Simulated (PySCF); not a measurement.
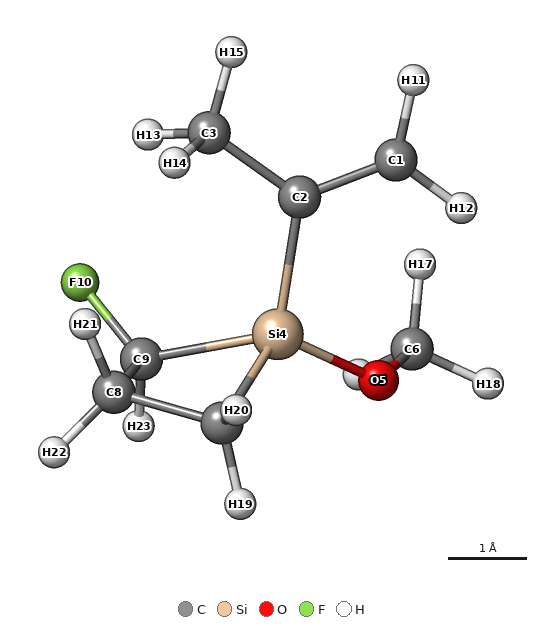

The structure (ball-and-stick view, seen at a tilt; atoms are numbered from 1 in the order of the input). Bond lengths as drawn: C–C 1.34 to 1.55 Å, C–F 1.38 Å, C–H 1.09 to 1.11 Å, C–O 1.40 Å, C–Si 1.87 to 1.91 Å and O–Si 1.66 Å.

# C7H13FOSi: NMR shielding calculation

System: C7H13FOSi.
Method: GIAO PBE0/pcSseg-1 NMR shielding, non-relativistic, IEF-PCM chloroform (PySCF 2.14.0).

The geometry comes from this level: PBE0-D3(BJ)/def2-SVP. It belongs to a series of runs on one base structure; here: solvent chloroform. Figures and captions count atoms from 1; the log counts them from 0 in places.

What the program printed:
```
coarse grid: 19464 points
cycle   1  E = -738.2406186007  dE =  1.099e+00  |g| = 7.983e-01  |ddm| = 4.258e+00
cycle   2  E = -738.1323959939  dE =  1.082e-01  |g| = 1.130e+00  |ddm| = 1.584e+00
cycle   3  E = -738.3584125933  dE = -2.260e-01  |g| = 1.343e-01  |ddm| = 1.070e+00
cycle   4  E = -738.3617880320  dE = -3.375e-03  |g| = 4.402e-02  |ddm| = 1.419e-01
cycle   5  E = -738.3621983421  dE = -4.103e-04  |g| = 1.013e-02  |ddm| = 3.978e-02
cycle   6  E = -738.3622151712  dE = -1.683e-05  |g| = 5.220e-03  |ddm| = 1.080e-02
cycle   7  E = -738.3622217205  dE = -6.549e-06  |g| = 8.625e-04  |ddm| = 4.184e-03
final grid: 183032 points
cycle   8  E = -738.4400680596  dE = -4.328e-05  |g| = 1.256e-02  |ddm| = 3.477e-02
cycle   9  E = -738.4400379696  dE =  3.009e-05  |g| = 1.795e-02  |ddm| = 2.175e-02
cycle  10  E = -738.4401014854  dE = -6.352e-05  |g| = 1.864e-03  |ddm| = 1.347e-02
cycle  11  E = -738.4401021861  dE = -7.007e-07  |g| = 2.369e-04  |ddm| = 1.706e-03
cycle  12  E = -738.4401021943  dE = -8.166e-09  |g| = 1.229e-04  |ddm| = 2.628e-04
cycle  13  E = -738.4401021973  dE = -3.023e-09  |g| = 3.635e-05  |ddm| = 1.200e-04
cycle  14  E = -738.4401021976  dE = -2.958e-10  |g| = 9.378e-06  |ddm| = 3.529e-05
```

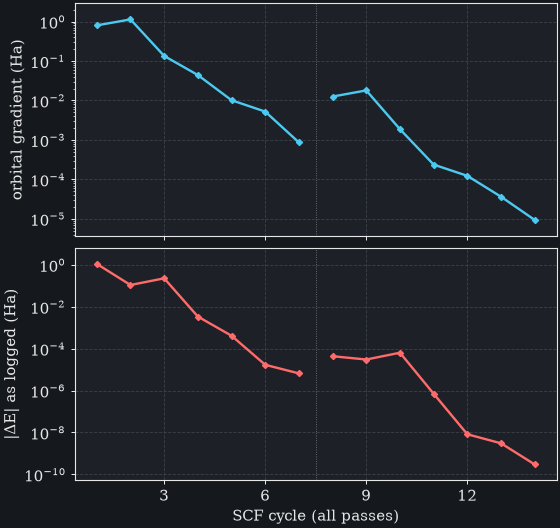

Convergence of the self-consistent field: orbital gradient and size of the energy change against the SCF cycle. The dotted line marks the change from a coarse to the final integration grid. The first 7 cycles use a coarse grid, the final grid takes over at cycle 8, and the field converges after 14 cycles in all.

```
converged SCF energy = -738.4401021976

GIAO shielding tensors (ppm)
atom      isotropic    diamagn.    paramagn.     s11        s22        s33       span
  0 C       46.217     253.724    -207.507    -74.080     62.194    150.537    224.617
  1 C       35.680     266.507    -230.827    -81.118     18.987    169.171    250.289
  2 C      159.988     247.158     -87.170    147.931    149.580    182.452     34.521
  3 Si     347.565     882.399    -534.834    322.251    340.849    379.595     57.344
  4 O      313.430     399.792     -86.361    276.968    319.798    343.526     66.558
  5 C      132.564     242.289    -109.724    105.926    107.449    184.318     78.392
  6 C      177.029     258.908     -81.879    164.921    175.393    190.774     25.852
  7 C      158.692     256.275     -97.583    144.047    158.065    173.965     29.918
  8 C       92.644     254.130    -161.486     44.622     74.996    158.315    113.693
  9 F      406.799     475.899     -69.100    345.344    401.406    473.647    128.302
 10 H       25.027      30.026      -4.999     21.661     24.534     28.886      7.225
 11 H       25.309      32.355      -7.046     21.889     23.825     30.214      8.325
 12 H       29.018      30.410      -1.393     23.966     29.686     33.402      9.436
 13 H       29.240      29.779      -0.540     24.982     28.862     33.875      8.892
 14 H       29.331      29.139       0.192     25.439     27.636     34.917      9.478
 15 H       27.471      28.647      -1.176     22.958     25.539     33.917     10.959
 16 H       27.590      29.937      -2.347     22.909     26.693     33.167     10.257
 17 H       27.516      27.195       0.322     23.346     24.633     34.569     11.223
 18 H       30.507      32.081      -1.574     27.002     27.333     37.188     10.186
 19 H       30.177      32.057      -1.880     26.386     27.057     37.088     10.702
 20 H       29.459      32.784      -3.325     26.471     28.285     33.620      7.150
 21 H       28.599      29.566      -0.967     24.298     25.892     35.608     11.310
 22 H       26.224      31.909      -5.686     23.800     26.498     28.373      4.573
```

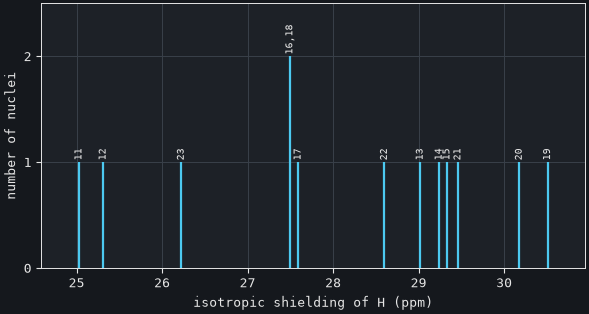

Isotropic shieldings of the hydrogen nuclei in this fixed geometry, labelled by atom number; shielding grows to the right, so chemical shift grows to the left. The least shielded is H11 (25.0 ppm), the most shielded H19 (30.5 ppm).

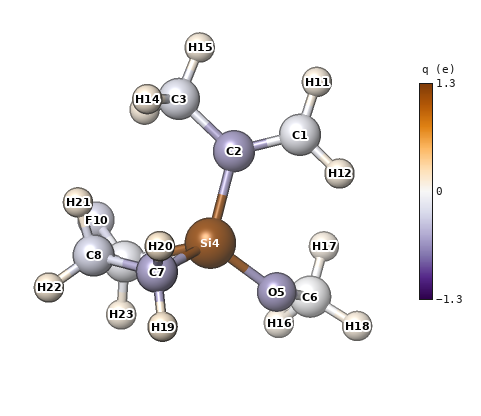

Mulliken charges, as the colour of each atom (ball-and-stick view, seen at a tilt; atoms are numbered from 1 in the order of the input). By element: C −0.64 to −0.03, Si +1.23, O −0.66, F −0.34 and H +0.11 to +0.16 e.

This output came from the following input.

Input file:
```
{"job": {"kind": "nmr", "xc": "PBE0", "basis": "pcSseg-1", "solvent": "chloroform", "pop": true}, "charge": 0, "multiplicity": 1}
C      2.337504    -0.680721     0.643903
C      1.429042    -0.221573    -0.229578
C      1.732461    -0.033880    -1.688738
Si    -0.287311     0.183979     0.404467
O     -0.546693    -0.490637     1.902064
C     -0.643537    -1.859868     2.189021
C     -0.867117     1.967432     0.214033
C     -1.443949     1.563905    -1.168031
C     -1.637222     0.050508    -0.945271
F     -1.493435    -0.724117    -2.074987
H      3.355166    -0.944598     0.329082
H      2.104527    -0.802845     1.706418
H      0.994617    -0.560217    -2.314550
H      1.677620     1.031562    -1.970586
H      2.740189    -0.395895    -1.945160
H     -1.583535    -2.290029     1.799330
H      0.197493    -2.437663     1.766135
H     -0.635765    -1.993648     3.281443
H     -1.665736     2.196047     0.936984
H     -0.149792     2.798946     0.211360
H     -0.685891     1.696809    -1.956964
H     -2.346492     2.111003    -1.485514
H     -2.635344    -0.147548    -0.513114
```

The first line tells a small driver script what to run in PySCF; the rest is the geometry in Å.

Launched with:
```bash
OMP_NUM_THREADS=1 python <driver script> task.json out
```

Key numbers:

| quantity | value |
| --- | --- |
| outcome | converged |
| total energy | −738.440102 hartree |
| HOMO | −7.25 eV |
| LUMO | −0.29 eV |
| dipole moment | 0.90 D |
| isotropic shielding, C | 35.7 to 177.0 ppm |
| isotropic shielding, Si | 347.6 ppm |
| isotropic shielding, O | 313.4 ppm |
| isotropic shielding, F | 406.8 ppm |
| isotropic shielding, H | 25.0 to 30.5 ppm |
| hardware | 1 CPU thread, shared host |
| wall time | 77 s |
| peak memory | 1.2 GiB |
